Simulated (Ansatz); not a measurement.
# CH5AsSi (SMILES C1[SiH2][AsH]1): CCSD(T)/def2-SVP

Aim: the energy change on altering one bond length of CH5AsSi at CCSD(T)/def2-SVP, from 2 runs. 

Program for the calculation: Ansatz 0.2.0.

78 further runs of the same task are left out: 78 set aside as unsound or not needed.

### Step 1. The molecule

The species is CH5AsSi (8 atoms), meant as a singlet with charge 0. As SMILES, `C1[SiH2][AsH]1`. The shape is that of a PBE0-D4/def2-TZVP optimisation.

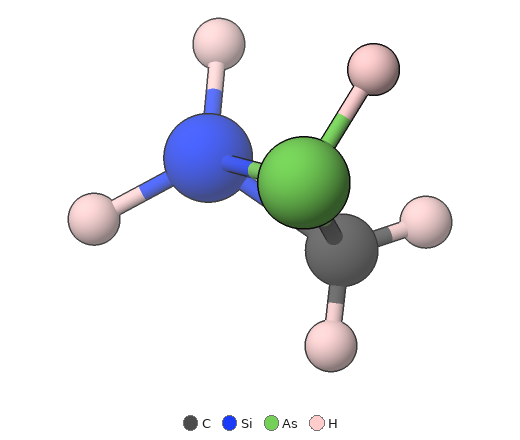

Viewed from a chosen angle; carbon dark grey, silicon blue, arsenic green, hydrogen pink.

### Step 2. The energy at CCSD(T)/def2-SVP

run.yaml reads:

```yaml
crystal:
  periodic: [false, false, false]
  atoms:
    - {symbol: C, position_ang: [-0.770300, 0.017900, -0.576000]}
    - {symbol: Si, position_ang: [0.707800, 0.663100, 0.315700]}
    - {symbol: As, position_ang: [-0.538100, -1.122700, 1.107200]}
    - {symbol: H, position_ang: [-0.667200, -0.524000, -1.509300]}
    - {symbol: H, position_ang: [-1.690700, 0.591800, -0.522300]}
    - {symbol: H, position_ang: [0.581300, 1.973900, 0.990500]}
    - {symbol: H, position_ang: [2.040800, 0.422300, -0.277100]}
    - {symbol: H, position_ang: [0.428400, -2.079400, 0.415600]}
basis:
  gaussian: {orbitals: def2-SVP}
total_charge: 0
correlation: {method: ccsd_t, frozen_orbitals: {As: 9, C: 1, H: 0, Si: 5}}
accuracy: high
scf: {omitted_lower_state_checks: [cluster_reference, increment]}
```

On the command line:

```console
$ ansatz run run.yaml --threads 1 --pin off --max-ram 3480MiB --events-out events.jsonl --progress --plain --runs-dir runs
```

What it wrote (excerpt; [...] marks lines left out):

```text
Warning: RAYON_NUM_THREADS=1 ignored (pool sized by the plan → 1); use --threads N
Functional definition: HF
  name "HF"
[...]
1915 factors; integrals over basis functions are off by at most 4.8e-9 eV
[...]
mean field -69755.80710931 eV, -2563.4786290828 hartree, gradient 2.9e-8 eV, S^2 0.000000; 0 other end points of the search recorded, 0 dependent functions left out
15 core orbitals not correlated: weight in the atoms' cores, before any rotation towards them, 1.000 or more for the frozen orbitals, at most 0.000 for the correlated occupied ones
reference -69755.80710931 eV, -2563.4786290828 hartree; 14, 14 occupied and 60, 60 virtual orbitals, 1915 factors
second order -12.95808086 eV of doubles, -0.00000000 eV of singles
cycle   1  -13.38387335 eV  change   -4.3e-1 eV  update   8.9e-2
[...]
cycle  19  -13.88932198 eV  change    2.7e-9 eV  update   3.4e-9
perturbative correction -0.46526057 eV, -0.0170980107 hartree
Total energy: -69770.16169186 eV, -2564.0061502616 hartree
Checks for a lower state left out: cluster_reference, increment
```

Run time: 19 s. Hardware: 1 thread of Arm Neoverse V1, shared host; peak memory 0.47 GiB.

### Step 3. The distorted shape, same level

molecule.yaml reads:

```yaml
crystal:
  periodic: [false, false, false]
  atoms:
    - {symbol: C, position_ang: [-1.836703, 0.210541, -0.101759]}
    - {symbol: Si, position_ang: [-0.358603, 0.855741, 0.789941]}
    - {symbol: As, position_ang: [-1.604503, -0.930059, 1.581441]}
    - {symbol: H, position_ang: [-1.733603, -0.331359, -1.035059]}
    - {symbol: H, position_ang: [-2.757103, 0.784441, -0.048059]}
    - {symbol: H, position_ang: [-0.485103, 2.166541, 1.464741]}
    - {symbol: H, position_ang: [2.040800, 0.422300, -0.277100]}
    - {symbol: H, position_ang: [-0.638003, -1.886759, 0.889841]}
basis:
  gaussian: {orbitals: def2-SVP}
correlation: {method: ccsd_t, frozen_orbitals: {As: 9, C: 1, H: 0, Si: 5}}
accuracy: high
scf: {omitted_lower_state_checks: [cluster_reference, increment]}
```

On the command line:

```console
$ ansatz run molecule.yaml --threads 1 --pin off --max-ram 3480MiB --events-out events.jsonl --progress --plain --runs-dir runs
```

What it wrote (excerpt; [...] marks lines left out):

```text
Warning: RAYON_NUM_THREADS=1 ignored (pool sized by the plan → 1); use --threads N
[... 2 set-up lines as earlier in the session ...]
[...]
1893 factors; integrals over basis functions are off by at most 4.2e-9 eV
[...]
mean field -69751.96665972 eV, -2563.3374951635 hartree, gradient 3.9e-8 eV, S^2 0.000000; 0 other end points of the search recorded, 0 dependent functions left out; unrestricted orbitals would lower it
15 core orbitals not correlated: weight in the atoms' cores, before any rotation towards them, 1.000 or more for the frozen orbitals, at most 0.000 for the correlated occupied ones
reference -69751.96665972 eV, -2563.3374951635 hartree; 14, 14 occupied and 60, 60 virtual orbitals, 1893 factors
second order -13.28820089 eV of doubles, -0.00000000 eV of singles
cycle   1  -13.77348449 eV  change   -4.9e-1 eV  update   1.2e-1
[...]
cycle  25  -14.55498290 eV  change   7.4e-11 eV  update   2.7e-9
perturbative correction -0.59766699 eV, -0.0219638569 hartree
Total energy: -69767.11930962 eV, -2563.8943447764 hartree
Checks for a lower state left out: cluster_reference, increment
```

Wall time 21 s (1 thread of Arm Neoverse V1, shared host); peak memory 0.46 GiB.

### Step 4. Outcome

At CCSD(T)/def2-SVP, 15 core orbitals frozen:

```
                                                          quantity           value
                                         first shape: total energy  -2564.00615 Eh
         first shape: correlation energy (15 core orbitals frozen)      -527.5 mEh
                                       first shape: (T) correction      -17.10 mEh
                                        first shape: T1 diagnostic           0.011
                                     distorted shape: total energy  -2563.89434 Eh
     distorted shape: correlation energy (15 core orbitals frozen)      -556.8 mEh
                                   distorted shape: (T) correction      -21.96 mEh
                                    distorted shape: T1 diagnostic           0.018
energy change with the Si2–H7 bond stretched from 1.479 to 2.662 Å        3.042 eV
```

One bond (distorted shape) is far stretched, which a spin-restricted single reference describes badly; perturbation theory on it can break down and give far too much correlation. With the Si2–H7 bond stretched from 1.479 to 2.662 Å the energy rises by 3.04 eV (294 kJ/mol). The first shape isn't relaxed at this level, so the change isn't measured from a minimum. A restricted reference can't describe the breaking bond well at this length. The triples (first shape) make up 3.2 % of the correlation energy. The restricted solution (distorted shape) is unstable to spin breaking: an unrestricted one lies lower. The triples (distorted shape) make up 3.9 % of the correlation energy.
